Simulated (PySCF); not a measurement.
```xyz
21

C     2.4707   -0.0828    0.2082
C     1.3403    0.8805    0.5533
C     0.1382    0.7604   -0.3808
S    -0.9927    2.1787   -0.0785
C    -0.6009   -0.5850   -0.3450
C    -1.2632   -0.8775    0.9992
C    -1.6391   -0.6456   -1.4639
H     3.3349    0.1255    0.8347
H     2.7654    0.0319   -0.8326
H     2.1755   -1.1157    0.3735
H     1.0246    0.7197    1.5867
H     1.7174    1.9038    0.4827
H     0.4723    0.9366   -1.4081
H    -1.1000    2.0022    1.2365
H     0.1504   -1.3595   -0.5366
H    -1.7165   -1.8658    0.9775
H    -0.5419   -0.8572    1.8129
H    -2.0484   -0.1529    1.2041
H    -2.1442   -1.6083   -1.4583
H    -1.1679   -0.5083   -2.4350
H    -2.3837    0.1361   -1.3310
```

Geometry: GFN2-xTB.

Computed with PBE0/pcSseg-1, SCF density, gas phase, non-relativistic (PySCF).

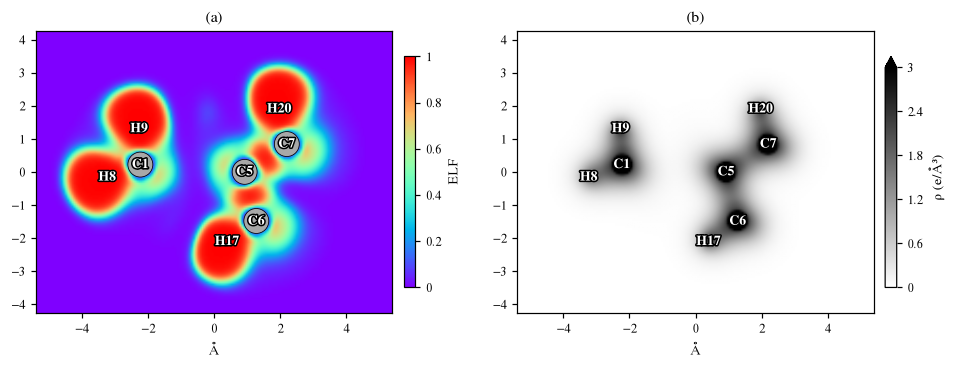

C6H14S (SMILES CC[C@H](S)C(C)C). (a) ELF; (b) total electron density on the plane of atoms C5, C6 and H17. Grey discs cover the atomic cores in the ELF map.

Question: What do the fields say about this system?

Answer: The section cuts through C and H sites. C–C (1.53 Å): ρ at the midpoint is about 1.6 e/Å³; the ELF peaks at about 0.95 between the atoms (a shared electron pair). C–H (1.09 Å): ρ at the midpoint is about 2 e/Å³; the ELF climbs to about 1 towards the hydrogen, as it does in any bond to H (a covalent bond by its length).
